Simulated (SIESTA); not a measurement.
# Converging shifted k-point meshes: Au (Fm-3m, 1 atom in the cell)

```
Au
1.0
    0.00000     2.03388     2.03388
    2.03388     0.00000     2.03388
    2.03388     2.03388     0.00000
Au
1
Direct
  0.00000   0.00000   0.00000
```

Method of the run: GGA PBEsol, numerical atomic orbitals DZP, PseudoDojo PBEsol standard norm-conserving potentials (rewritten from UPF to PSML) (SIESTA).

Base settings: XC.functional = GGA; XC.authors = PBEsol; potentials = PseudoDojo PBEsol standard; PAO.BasisSize = DZP; PAO.EnergyShift = 0.01 Ry; MeshCutoff = 300 Ry; kgrid.MonkhorstPack = 8 8 8; OccupationFunction = FD; ElectronicTemperature = 0.1 eV; MaxSCFIterations = 150.

Only quantities that move along the ladder and can be compared are tabulated.

Core times come from one kind of shared machine, to one figure; runs under 30 s give none.

The starting cell has typed, rounded lattice constants, without a prior relaxation at this level. Its lattice was rescaled by up to half a per cent. Values carry the incompleteness of an atom-centred basis.

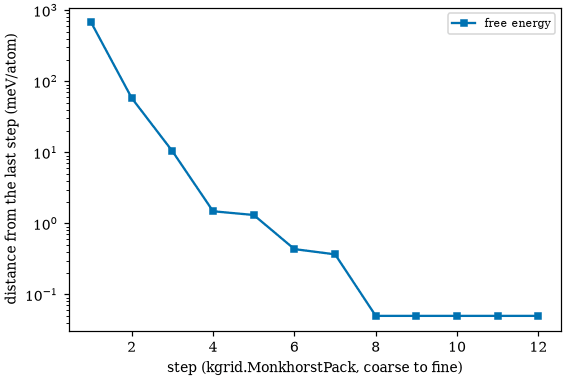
*Distance from the last step along the ladder; very small values are drawn at a floor.*

```csv
kgrid.MonkhorstPack,free energy less the last step's (meV/atom),pressure (GPa),core time / last (rough)
2 2 2 shifted by 0.5 0.5 0.5,676.61,7.52,–
4 4 4 shifted by 0.5 0.5 0.5,58.07,1.58,–
6 6 6 shifted by 0.5 0.5 0.5,10.38,-0.32,–
8 8 8 shifted by 0.5 0.5 0.5,-1.48,-0.53,–
10 10 10 shifted by 0.5 0.5 0.5,-1.31,-0.37,–
12 12 12 shifted by 0.5 0.5 0.5,-0.43,-0.31,–
15 15 15 shifted by 0.5 0.5 0.5,-0.37,-0.38,–
18 18 18 shifted by 0.5 0.5 0.5,-0.04,-0.38,0.05
22 22 22 shifted by 0.5 0.5 0.5,0.01,-0.36,0.10
27 27 27 shifted by 0.5 0.5 0.5,0.00,-0.37,0.2
33 33 33 shifted by 0.5 0.5 0.5,0.00,-0.37,0.4
37 37 37 shifted by 0.5 0.5 0.5,0.00,-0.37,0.4
46 46 46 shifted by 0.5 0.5 0.5,0.00,-0.37,1
```

Coarsest kgrid.MonkhorstPack that holds the free energy within 1 meV/atom of the last step, with all finer ones: 12 12 12 shifted by 0.5 0.5 0.5; the step before is off by 1.3 meV/atom.

Coarsest kgrid.MonkhorstPack that holds the pressure within 0.1 GPa of the last step, with all finer ones: 10 10 10 shifted by 0.5 0.5 0.5; the step before is off by 0.16 GPa.
